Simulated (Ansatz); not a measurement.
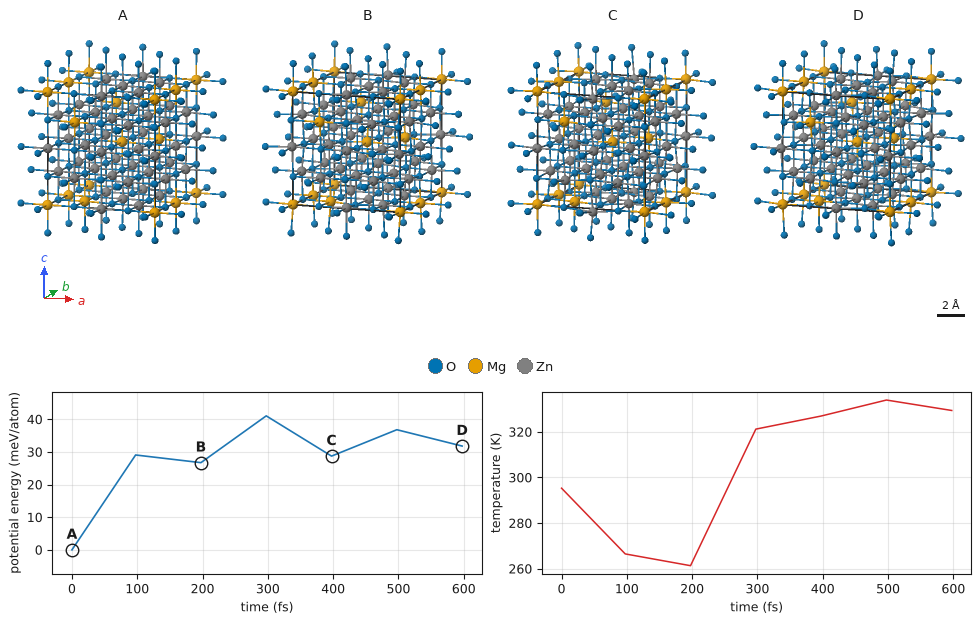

Molecular dynamics of a 64-atom cell of O$_{32}$Mg$_{6}$Zn$_{26}$, 598 fs long. Frames (A at 0 fs, B at 198 fs, C at 398 fs, D at 598 fs) and the history of the run. The picture is a ball-and-stick view of the simulation cell, seen slightly off an axis. Bonds to atoms that aren't drawn are left out.

Method: Ansatz, DFT, PBEsol, PAW, plane waves. Settings: plane-wave cutoff 420 eV; k-point mesh 1 × 1 × 1; Fermi-Dirac smearing 0.01 eV; Langevin thermostat (NVT); set temperature 300 K, then 300 K at the end of 120 steps, then 300 K at the end of 120 steps; time step 2.5 fs.

### What happens in this trajectory?

Over the second half the temperature averages 328 K (spread ±5 K). The potential energy in the second half lies on average 34.6 meV per atom above the first frame. Root-mean-square distances from the starting positions over the second half, with the common drift of all atoms taken out: O 0.14 Å, Zn 0.13 Å, Mg 0.11 Å. That is small against the typical shortest distance between atoms in the first frame, about 2.1 Å: the atoms vibrate about their sites and the arrangement holds.

Limits of the set-up: the program's low-accuracy preset was used.

The run took 100 s on 1 × NVIDIA GB300 Max-Q with 8 threads of Arm Neoverse-V2, peak memory 1.9 GiB.
